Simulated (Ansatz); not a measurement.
```yaml
atoms:
  - { symbol: N, position_ang: [-1.2783, -0.0268, 0.0761] }
  - { symbol: Si, position_ang: [0.4180, 0.0586, 0.1134] }
  - { symbol: S, position_ang: [1.3752, 0.6886, 1.7328] }
  - { symbol: H, position_ang: [-1.6713, -0.3637, -0.8106] }
  - { symbol: H, position_ang: [1.1564, -0.3567, -1.1116] }
```

⟨S²⟩ = 0.81, above the pure value of 0.75.

Method: UKS r2SCANh/def2-SVP (Ansatz).

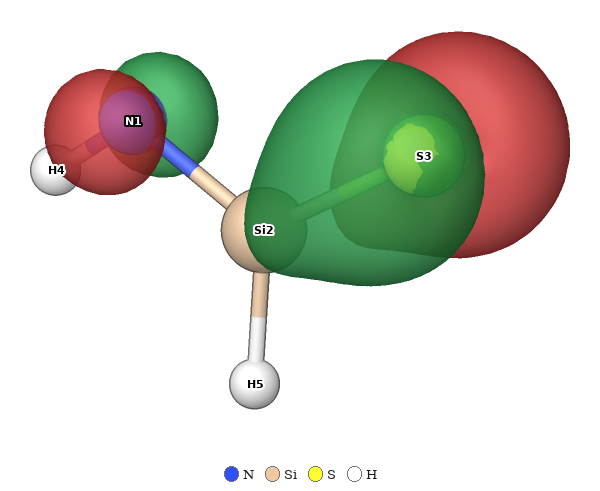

H2NSSi (doublet). The HOMO−1 (α) at ±0.15 Å⁻³ᐟ² (green and red are the two phases), seen at a tilt.

> Describe this orbital and give its energy.

Its weight (Hirshfeld) is mainly on S3 (about 75 %) and N1 (about 10 %); it changes sign across the molecular plane (π type); π-antibonding (a node) across N1–Si2. Its energy is −8.02 eV.
